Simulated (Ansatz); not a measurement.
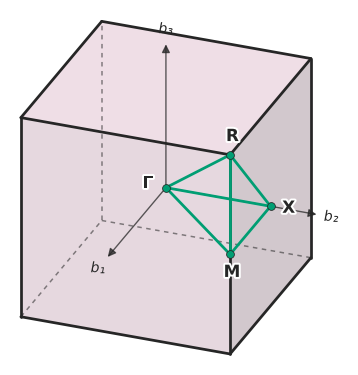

The figure shows the first Brillouin zone with its special points and a band path. Crystal: SrTiO3, the input geometry of an electronic-structure calculation (not necessarily at equilibrium). Geometry calculated from the standardised cell; symmetry tolerance 0.002 Å.

Labels and path follow the convention of Hinuma et al. (2017), as computed by seekpath; the arrows show the directions of the reciprocal primitive vectors b₁, b₂, b₃.

Which Bravais lattice has this zone?

A simple cubic lattice (cP; extended symbol cP2). The zone is a cube: 6 faces (6 with 4 edges), 12 edges, 8 vertices.

In which order does the conventional band path visit the special points?

Γ–X–M–Γ–R–X | R–M
